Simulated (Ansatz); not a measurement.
# SiH2Cl2: geometry relaxation

System: SiH2Cl2.
Method: RKS PBE0-D4/def2-TZVP (Ansatz 0.2.0).

Figures and captions count atoms from 1; the log counts them from 0 in places.

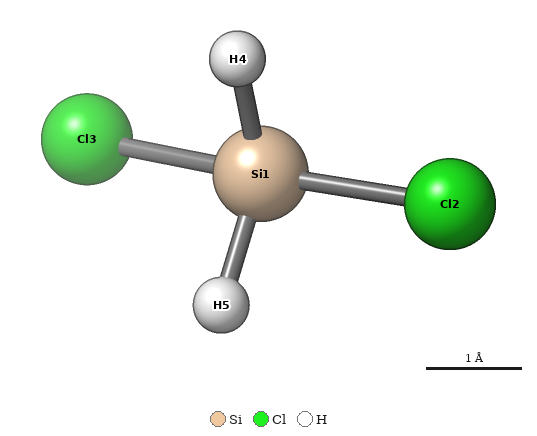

The input geometry (ball-and-stick view, seen at a tilt; atoms are numbered from 1 in the order of the input).

## Summary

| quantity | value |
| --- | --- |
| outcome | converged |
| total energy | −32947.7522 eV |
| mean-field energy | −32947.6490 eV |
| dispersion energy | −0.1032 eV |
| SCF solution under orbital rotations | stable |
| largest force (length of the vector) at the end | 0.004 eV/Å |
| dipole moment | 1.15 D |
| hardware | 5 CPU threads, shared host |
| wall time | 20 s (CPU time 30 s) |
| peak memory | 1.2 GiB |

## Input
```yaml
crystal:
  periodic: [false, false, false]
  atoms:
    - {symbol: Si, position_ang: [-0.062519, -1.117237, 2.308419]}
    - {symbol: Cl, position_ang: [2.123963, -0.662207, 2.444682]}
    - {symbol: Cl, position_ang: [-2.276134, -1.284504, 2.022233]}
    - {symbol: H, position_ang: [-0.206639, -1.087443, 3.770938]}
    - {symbol: H, position_ang: [0.184371, -2.279534, 1.439909]}
basis:
  gaussian: {orbitals: def2-TZVP}
hamiltonian: {xc: pbe0, dispersion: d4}
relax: {f_tol: 0.005, max_steps: 200}
```

Launch command:
```bash
ansatz run in.yaml --threads 5 --pin off --events-out ev --progress --plain --max-ram 66560MiB --backend cpu
```

## Output
```
Functional definition: PBE0
  name "PBE0"
  cite "Adamo & Barone, J. Chem. Phys. 110, 6158 (1999) doi:10.1063/1.478522"
  cite "Perdew, Burke & Ernzerhof, Phys. Rev. Lett. 77, 3865 (1996) doi:10.1103/PhysRevLett.77.3865"
  parent pbe
  parameter a = 0.25
  parameter kappa = 0.804
  parameter beta = 0.06672455060314922
  exchange = (1 - a)*pbe_x(kappa = kappa, mu = beta*pi^2/3) + a*exact_x
  correlation = pbe_c(beta = beta)
892 factors; their error is unknown
mean field evaluation 1: about -32944.5151 eV, gradient 1.8e1 eV
mean field evaluation 2: about -32944.1359 eV, gradient 2.3e1 eV
mean field evaluation 4: about -32945.3645 eV, gradient 9.4e-1 eV
mean field evaluation 8: about -32945.4751 eV, gradient 1.2e-1 eV
mean field evaluation 16: about -32945.4751 eV, gradient 4.7e-5 eV
mean field -32945.47514914 eV, -1210.7238804857 hartree, gradient 4.7e-5 eV, S^2 0.000000; 0 other end points of the search recorded, 0 dependent functions left out
the calculation of the forces begins
reference -32945.47517627 eV, -1210.7238814828 hartree; 25, 25 occupied and 98, 98 virtual orbitals, 892 factors
relax step   1: F+E_penalty+E_count = -32945.56695841 eV  Δ(F+E_penalty+E_count) = +0.000e0 eV  max|allowed force component| = 1.869e0 eV/Å  Δτ_max = 0.0000 Å  (26 SCF iters, accepted)
these checks for a lower state are left out or cut short: starts, cluster_reference, orbital_swaps, neighbouring_geometries, increment
892 factors; their error is unknown
mean field -32946.30033759 eV, -1210.7542056018 hartree, gradient 8.9e-5 eV, S^2 0.000000; 0 other end points of the search recorded, 0 dependent functions left out
the calculation of the forces begins
reference -32946.30036533 eV, -1210.7542066214 hartree; 25, 25 occupied and 98, 98 virtual orbitals, 892 factors
relax step   2: F+E_penalty+E_count = -32946.39395607 eV  Δ(F+E_penalty+E_count) = -8.270e-1 eV  max|allowed force component| = 1.619e0 eV/Å  Δτ_max = 0.1946 Å  (29 SCF iters, accepted)
these checks for a lower state are left out or cut short: starts, cluster_reference, orbital_swaps, neighbouring_geometries, increment
892 factors; their error is unknown
mean field -32946.81410429 eV, -1210.7730861799 hartree, gradient 2.6e-5 eV, S^2 0.000000; 0 other end points of the search recorded, 0 dependent functions left out
the calculation of the forces begins
reference -32946.81413150 eV, -1210.7730871799 hartree; 25, 25 occupied and 98, 98 virtual orbitals, 892 factors
relax step   3: F+E_penalty+E_count = -32946.91189196 eV  Δ(F+E_penalty+E_count) = -5.179e-1 eV  max|allowed force component| = 8.199e-1 eV/Å  Δτ_max = 0.1950 Å  (28 SCF iters, accepted)
these checks for a lower state are left out or cut short: starts, cluster_reference, orbital_swaps, neighbouring_geometries, increment
892 factors; their error is unknown
mean field evaluation 32: about -32947.1817 eV, gradient 1.5e-3 eV
mean field -32947.29001120 eV, -1210.7905754364 hartree, gradient 6.5e-5 eV, S^2 0.000000; 0 other end points of the search recorded, 0 dependent functions left out
the calculation of the forces begins
reference -32947.29003831 eV, -1210.7905764325 hartree; 25, 25 occupied and 98, 98 virtual orbitals, 892 factors
relax step   4: F+E_penalty+E_count = -32947.38957485 eV  Δ(F+E_penalty+E_count) = -4.777e-1 eV  max|allowed force component| = 5.412e-1 eV/Å  Δτ_max = 0.1954 Å  (29 SCF iters, accepted)
these checks for a lower state are left out or cut short: starts, cluster_reference, orbital_swaps, neighbouring_geometries, increment
892 factors; their error is unknown
mean field -32947.58391638 eV, -1210.8013762524 hartree, gradient 6.3e-5 eV, S^2 0.000000; 0 other end points of the search recorded, 0 dependent functions left out
the calculation of the forces begins
reference -32947.58394383 eV, -1210.8013772612 hartree; 25, 25 occupied and 98, 98 virtual orbitals, 892 factors
relax step   5: F+E_penalty+E_count = -32947.68585565 eV  Δ(F+E_penalty+E_count) = -2.963e-1 eV  max|allowed force component| = 2.764e-1 eV/Å  Δτ_max = 0.1902 Å  (29 SCF iters, accepted)
these checks for a lower state are left out or cut short: starts, cluster_reference, orbital_swaps, neighbouring_geometries, increment
892 factors; their error is unknown
mean field -32947.63745614 eV, -1210.8033438024 hartree, gradient 1.0e-5 eV, S^2 0.000000; 0 other end points of the search recorded, 0 dependent functions left out
the calculation of the forces begins
reference -32947.63748379 eV, -1210.8033448184 hartree; 25, 25 occupied and 98, 98 virtual orbitals, 892 factors
relax step   6: F+E_penalty+E_count = -32947.74111851 eV  Δ(F+E_penalty+E_count) = -5.526e-2 eV  max|allowed force component| = 1.699e-1 eV/Å  Δτ_max = 0.1707 Å  (26 SCF iters, accepted)
these checks for a lower state are left out or cut short: starts, cluster_reference, orbital_swaps, neighbouring_geometries, increment
892 factors; their error is unknown
mean field -32947.64868966 eV, -1210.8037566265 hartree, gradient 6.3e-5 eV, S^2 0.000000; 0 other end points of the search recorded, 0 dependent functions left out
the calculation of the forces begins
reference -32947.64871730 eV, -1210.8037576422 hartree; 25, 25 occupied and 98, 98 virtual orbitals, 892 factors
relax step   7: F+E_penalty+E_count = -32947.75190234 eV  Δ(F+E_penalty+E_count) = -1.078e-2 eV  max|allowed force component| = 5.640e-2 eV/Å  Δτ_max = 0.0462 Å  (23 SCF iters, accepted)
these checks for a lower state are left out or cut short: starts, cluster_reference, orbital_swaps, neighbouring_geometries, increment
892 factors; their error is unknown
mean field -32947.64869452 eV, -1210.8037568053 hartree, gradient 6.2e-5 eV, S^2 0.000000; 0 other end points of the search recorded, 0 dependent functions left out
the calculation of the forces begins
reference -32947.64872215 eV, -1210.8037578207 hartree; 25, 25 occupied and 98, 98 virtual orbitals, 892 factors
relax step   8: F+E_penalty+E_count = -32947.75191654 eV  Δ(F+E_penalty+E_count) = -1.420e-5 eV  max|allowed force component| = 9.158e-2 eV/Å  Δτ_max = 0.0054 Å  (25 SCF iters, accepted)
these checks for a lower state are left out or cut short: starts, cluster_reference, orbital_swaps, neighbouring_geometries, increment
892 factors; their error is unknown
mean field evaluation 64: about -32947.6489 eV, gradient 1.3e-5 eV
mean field -32947.64893123 eV, -1210.8037655042 hartree, gradient 1.3e-5 eV, S^2 0.000000; 0 other end points of the search recorded, 0 dependent functions left out
the calculation of the forces begins
reference -32947.64895886 eV, -1210.8037665197 hartree; 25, 25 occupied and 98, 98 virtual orbitals, 892 factors
relax step   9: F+E_penalty+E_count = -32947.75214055 eV  Δ(F+E_penalty+E_count) = -2.240e-4 eV  max|allowed force component| = 3.164e-3 eV/Å  Δτ_max = 0.0035 Å  (21 SCF iters, accepted)
```

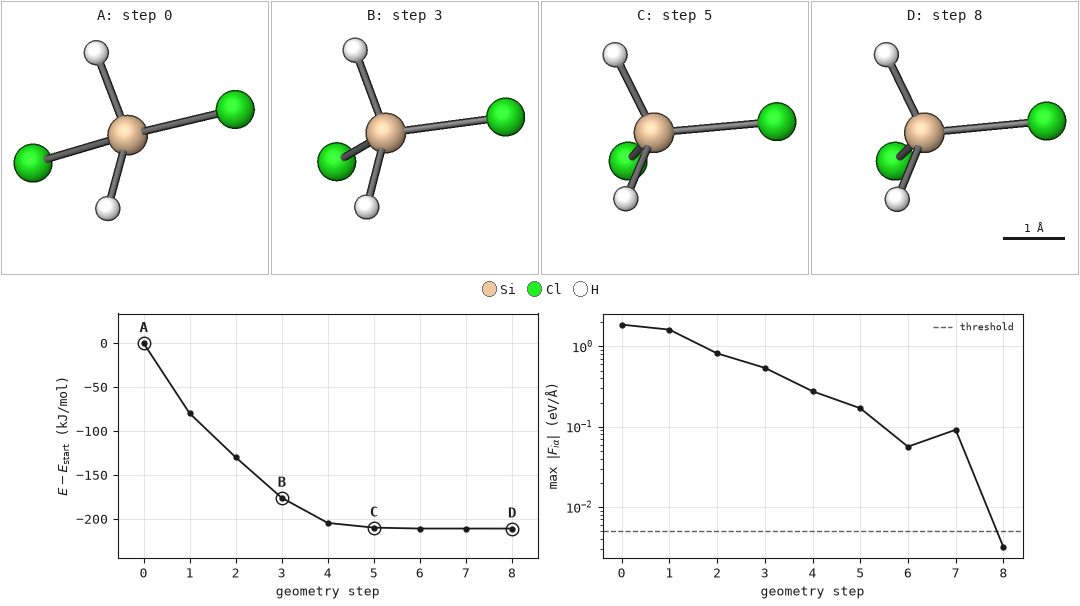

Frames of the relaxation (ball-and-stick view, seen at a tilt) above the curves, on which the letters mark them (the first geometry is step 0 here and step 1 in the log).

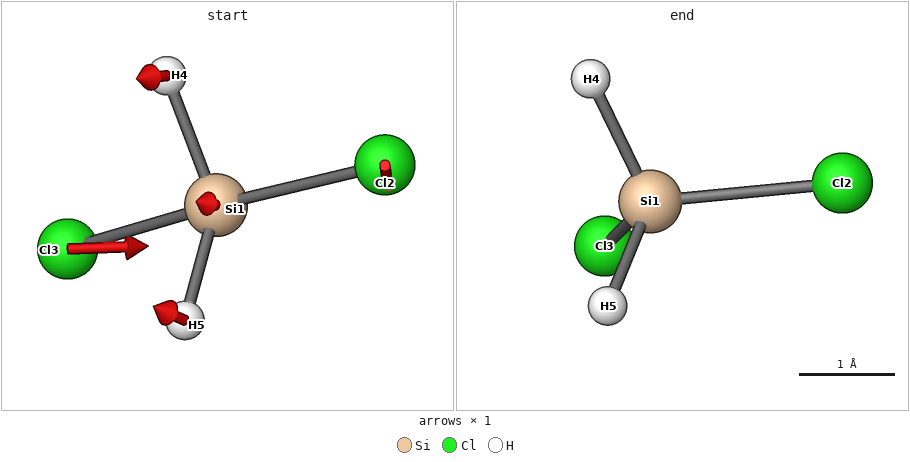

Before (left) and after (right) the relaxation, at one scale (ball-and-stick view, seen at a tilt). The red arrows give the displacements, at true length. The largest moves after the best rigid fit, 0.88 Å, are those of Cl2 and Cl3. By element the largest moves are Cl 0.88 Å, H 0.52 Å, Si 0.33 Å. Distances before and after: Si1–Cl2 2.237 → 2.040 Å, Si1–H4 1.470 → 1.475 Å. Among the angles that change: Cl2–Si1–Cl3 171.7° → 110.1°, Cl2–Si1–H4 91.8° → 108.5°, H4–Si1–H5 128.3° → 112.8°. Over 8 geometry steps the energy falls by 210.8 kJ/mol. Largest force component: 1.9 eV/Å at the start, 0.0032 eV/Å at the end. (Atoms are counted from 1 in the order of the input.)

```
892 factors; their error is unknown
mean field -32947.64893123 eV, -1210.8037655042 hartree, gradient 1.3e-5 eV, S^2 0.000000; 1 other end points of the search recorded, 0 dependent functions left out
the calculation of the forces begins
reference -32947.64895886 eV, -1210.8037665197 hartree; 25, 25 occupied and 98, 98 virtual orbitals, 892 factors
Total energy: -32947.75216818 eV, -1210.8075593920 hartree
Atom 0 at    -0.036096    -1.410356     2.462552 Å, force    -0.000306     0.003164    -0.001648 eV/Å
Atom 1 at     1.518764    -0.146157     2.078227 Å, force    -0.002390    -0.002024     0.000627 eV/Å
Atom 2 at    -1.778517    -0.612330     1.762115 Å, force     0.002677    -0.001288     0.001093 eV/Å
Atom 3 at    -0.152441    -1.578361     3.923781 Å, force     0.000110    -0.000221    -0.000596 eV/Å
Atom 4 at     0.211332    -2.683721     1.759506 Å, force    -0.000092     0.000369     0.000524 eV/Å
Dipole moment:     0.019228    -0.211376     0.111187 e Å
```

## Trajectory as extended XYZ (Å, eV, eV/Å), 9 frames, from step=1 to step=9
```
5
Properties=species:S:1:pos:R:3:forces:R:3 step=1 energy=-32945.56696
Si   -0.0625   -1.1172    2.3084    0.1689  -1.8691   0.9520
Cl    2.1240   -0.6622    2.4447   -1.7617   0.6001  -0.6066
Cl   -2.2761   -1.2845    2.0222    1.6143   1.0780  -0.2798
H    -0.2066   -1.0874    3.7709   -0.0207   0.1136   0.0210
H     0.1844   -2.2795    1.4399   -0.0008   0.0775  -0.0866
5
Properties=species:S:1:pos:R:3:forces:R:3 step=2 energy=-32946.39396
Si   -0.0481   -1.2766    2.3921    0.0141  -0.1787   0.0851
Cl    2.0054   -0.5342    2.3586   -1.6194   0.2198  -0.3864
Cl   -2.1832   -1.1264    1.9570    1.5416   0.6665  -0.0827
H    -0.2077   -1.1320    3.8424    0.0438  -0.3929   0.1216
H     0.1967   -2.3617    1.4360    0.0199  -0.3147   0.2623
5
Properties=species:S:1:pos:R:3:forces:R:3 step=3 energy=-32946.91189
Si   -0.0445   -1.3178    2.4137    0.0484  -0.5277   0.2801
Cl    1.8280   -0.4785    2.3002   -0.1386   0.8011  -0.4336
Cl   -2.0202   -1.0226    1.9312   -0.0096   0.8199  -0.4211
H    -0.2010   -1.1952    3.8662    0.0613  -0.5826   0.2181
H     0.2008   -2.4168    1.4749    0.0385  -0.5107   0.3566
5
Properties=species:S:1:pos:R:3:forces:R:3 step=4 energy=-32947.38958
Si   -0.0389   -1.3799    2.4464   -0.0135   0.1612  -0.0770
Cl    1.7279   -0.3365    2.2107   -0.4864   0.3190  -0.2453
Cl   -1.9482   -0.8563    1.8582    0.4154   0.4471  -0.1587
H    -0.1859   -1.3302    3.9081    0.0677  -0.5412   0.0861
H     0.2081   -2.5280    1.5628    0.0168  -0.3862   0.3949
5
Properties=species:S:1:pos:R:3:forces:R:3 step=5 energy=-32947.68586
Si   -0.0369   -1.4021    2.4581   -0.0010   0.0172  -0.0029
Cl    1.6014   -0.2198    2.1297   -0.2154   0.1468  -0.1113
Cl   -1.8458   -0.7072    1.7993    0.1824   0.2037  -0.0736
H    -0.1677   -1.4742    3.9289    0.0475  -0.2755  -0.0886
H     0.2120   -2.6276    1.6703   -0.0135  -0.0921   0.2764
5
Properties=species:S:1:pos:R:3:forces:R:3 step=6 energy=-32947.74112
Si   -0.0354   -1.4185    2.4668    0.0003  -0.0072   0.0069
Cl    1.4859   -0.1169    2.0578    0.0521  -0.1218   0.0707
Cl   -1.7518   -0.5746    1.7473   -0.0283  -0.1337   0.0635
H    -0.1488   -1.6104    3.9342    0.0006   0.0929  -0.1475
H     0.2131   -2.7105    1.7801   -0.0248   0.1699   0.0064
5
Properties=species:S:1:pos:R:3:forces:R:3 step=7 energy=-32947.75190
Si   -0.0363   -1.4086    2.4616    0.0052  -0.0564   0.0299
Cl    1.5183   -0.1437    2.0769   -0.0103  -0.0105   0.0036
Cl   -1.7785   -0.6098    1.7608    0.0119  -0.0073   0.0058
H    -0.1521   -1.5819    3.9252    0.0018   0.0212  -0.0511
H     0.2116   -2.6869    1.7616   -0.0086   0.0530   0.0118
5
Properties=species:S:1:pos:R:3:forces:R:3 step=8 energy=-32947.75192
Si   -0.0358   -1.4134    2.4642   -0.0084   0.0916  -0.0485
Cl    1.5174   -0.1462    2.0780   -0.0063  -0.0153   0.0067
Cl   -1.7772   -0.6120    1.7621    0.0090  -0.0132   0.0083
H    -0.1526   -1.5769    3.9232   -0.0019  -0.0173   0.0448
H     0.2112   -2.6824    1.7586    0.0075  -0.0458  -0.0113
5
Properties=species:S:1:pos:R:3:forces:R:3 step=9 energy=-32947.75214
Si   -0.0361   -1.4104    2.4626   -0.0003   0.0032  -0.0016
Cl    1.5188   -0.1462    2.0782   -0.0024  -0.0020   0.0006
Cl   -1.7785   -0.6123    1.7621    0.0027  -0.0013   0.0011
H    -0.1524   -1.5784    3.9238    0.0001  -0.0002  -0.0006
H     0.2113   -2.6837    1.7595   -0.0001   0.0004   0.0005
```

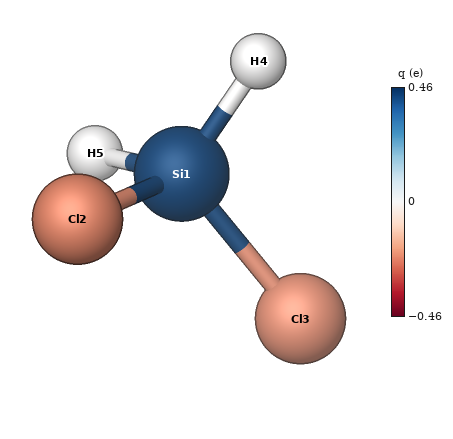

Mulliken charges, as the colour of each atom (ball-and-stick view, seen at a tilt; atoms are numbered from 1 in the order of the input; Mulliken charges depend strongly on the basis). By element: Si +0.44, Cl −0.22 and H 0.00 e.
